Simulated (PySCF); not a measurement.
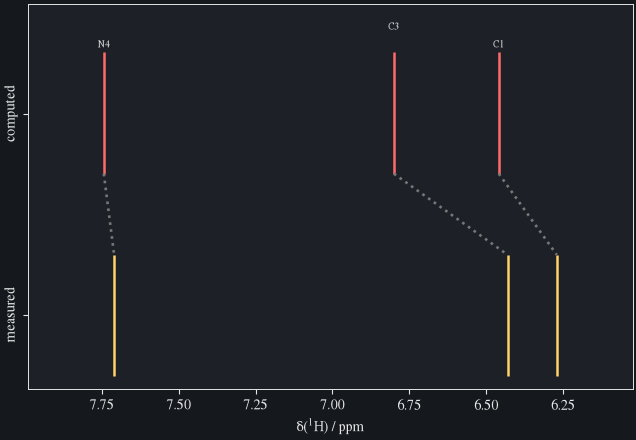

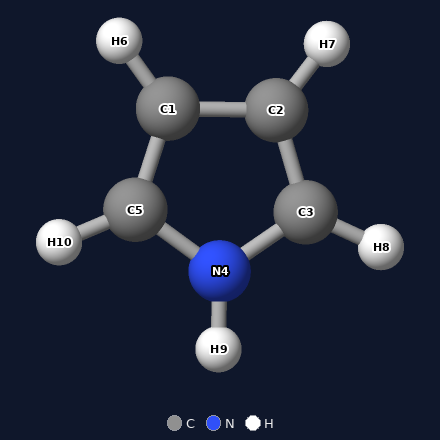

¹H shifts of C₄H₅N, SMILES c1cc[nH]c1 against TMS: GIAO PBE0/IGLO-III (PySCF 2.14.0) for one gas-phase conformer (PBE0-D3(BJ)/def2-SVP, like atoms averaged; labels name one atom bearing the H of each set) above, published measurements (toluene-d8) below; dotted lines join the same nuclei. Only nuclei with a measured value are shown, one named for each set of like atoms.

> How well does the calculation match?

Mean error 0.20 ppm, mean absolute error 0.20 ppm; the largest is 0.37 ppm, for H on C3.

> Give the values.

```csv
nucleus,computed,measured
H on N4,7.74,7.71
H on C3,6.80,6.43
H on C1,6.46,6.27
```
